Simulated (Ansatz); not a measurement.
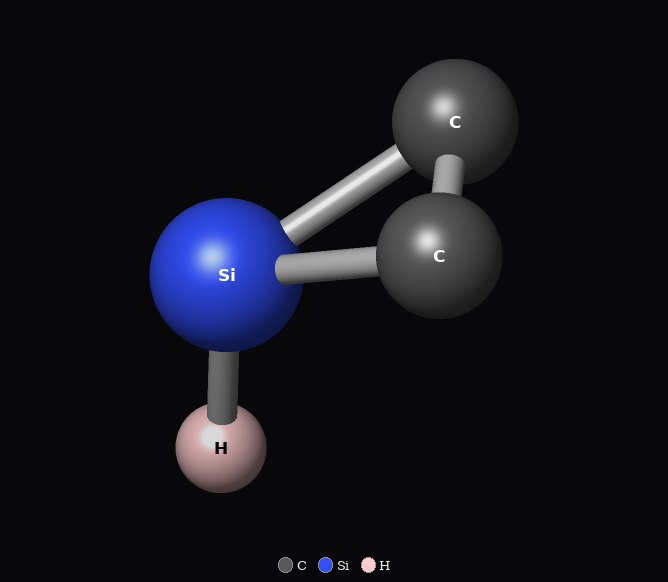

Rendered structure (ball-and-stick style).

State: neutral, doublet. The geometry was computed by an optimisation with PBE0-D4/def2-TZVP. No frequency run is at hand to confirm it as a minimum.

**Count the atoms of each element.**

C₂HSi, 4 atoms: 2 carbon, 1 hydrogen and 1 silicon.

**How many bonds of each kind are drawn?**

2 C–Si, 1 C–C, 1 Si–H. Sticks follow a distance rule.

The parts below concern this one geometry. Atoms keep their numbers from picture to picture.

### Geometry

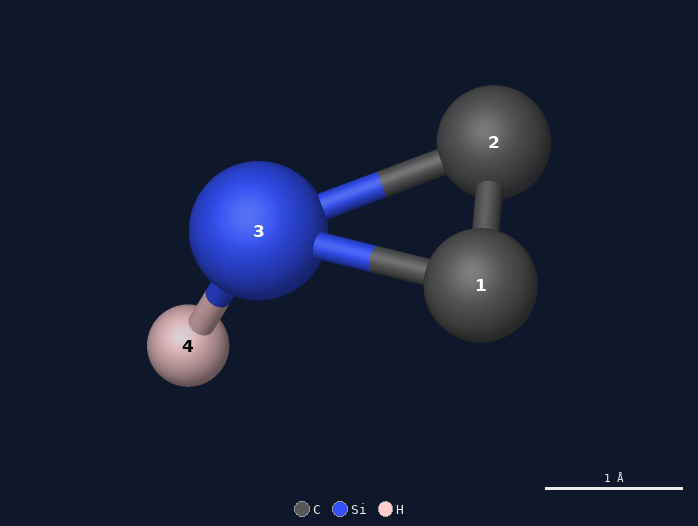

Atoms carry their numbers in the input. No frequency run is at hand to confirm it as a minimum.

List the bonds and their lengths.

```
  bond  length (Å)
 C1–C2       1.259
C1–Si3       1.827
C2–Si3       1.835
Si3–H4       1.508
```

### Dipole moment

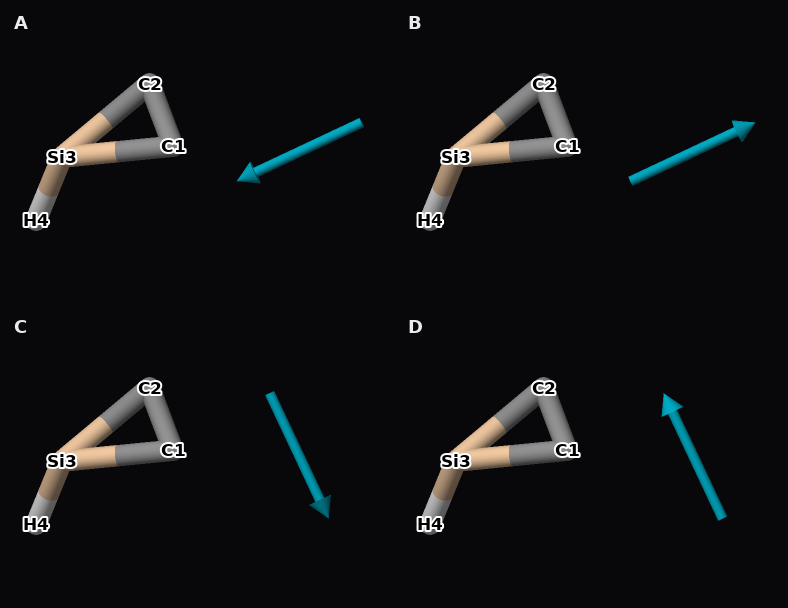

The same molecule four times, each with an arrow. No frequency run is at hand to confirm it as a minimum. Level of theory: UKS PBE0-D4/def2-TZVP (Ansatz 0.2.0).

**Which arrow points along the dipole moment, from the negative to the positive end?**

A. The dipole moment is 2.88 D; it points from the side of C1, C2 to the side of H4 (the outermost atoms at the two ends).

### Electronic properties

No frequency run is at hand to confirm it as a minimum. Properties computed with UKS PBE0-D4/def2-TZVPP (Ansatz 0.2.0).

**Give the ⟨S²⟩ of the determinant at this level.**

0.754.

**Give the HOMO energy (Kohn–Sham orbital) at this level.**

−7.08 eV.

### Charges

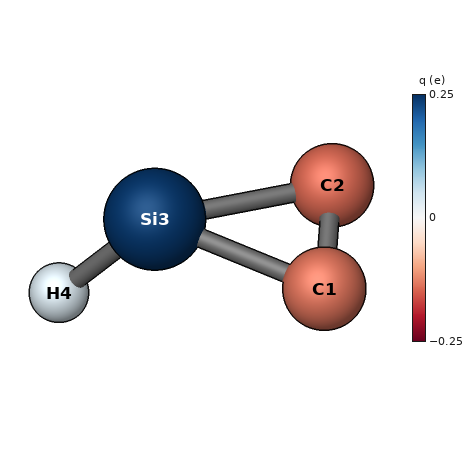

Atoms are coloured by their Mulliken charges. No frequency run is at hand to confirm it as a minimum. Properties computed with UKS PBE0-D4/def2-TZVP (Ansatz 0.2.0).

List the Mulliken charges.

```json
{"atom": "C1", "value (e)": "−0.13"}
{"atom": "C2", "value (e)": "−0.14"}
{"atom": "Si3", "value (e)": "0.24"}
{"atom": "H4", "value (e)": "0.03"}
```

Mulliken values depend strongly on the basis set and can even reverse the polarity of a bond.
